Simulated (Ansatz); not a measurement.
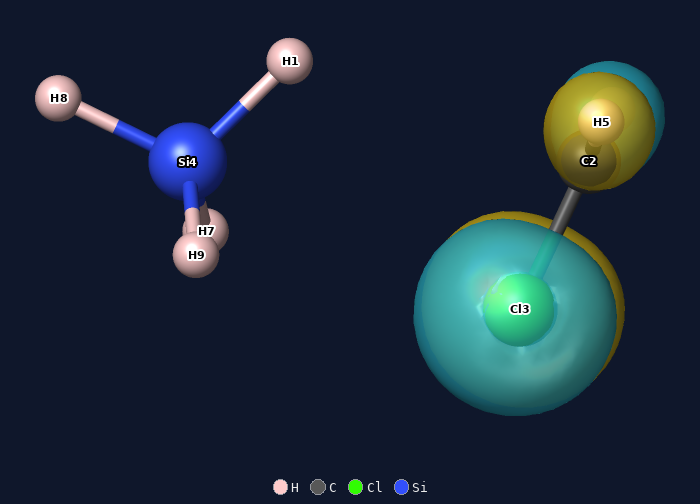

The picture shows: SiH₄···CH₂Cl (doublet). The HOMO−1 (α) at ±0.15 Å⁻³ᐟ² (yellow and cyan are the two phases), seen across its widest extent.

The product side of a reaction path; geometry: PBE0-D4/def2-TZVP; a saddle point, not a minimum.

Computed with UKS PBE0-D4/def2-TZVPP (Ansatz).

| atom | x (Å) | y (Å) | z (Å) |
| --- | --- | --- | --- |
| H | 0.9491 | 0.0073 | 0.9372 |
| C | -1.7384 | -1.5641 | -0.0054 |
| Cl | -1.7631 | -0.4036 | -1.2280 |
| Si | 1.3792 | 1.1529 | 0.0960 |
| H | -2.1974 | -1.3134 | 0.9376 |
| H | -1.2139 | -2.4868 | -0.1959 |
| H | 1.6401 | 0.6855 | -1.2882 |
| H | 2.6258 | 1.7316 | 0.6614 |
| H | 0.3184 | 2.1907 | 0.0854 |

### Where does this orbital lie, and at what energy?

Its weight (Hirshfeld) is mainly on Cl3 (about 80 %) and C2 (about 10 %); largely a lone pair of Cl3. Its energy is −9.00 eV.
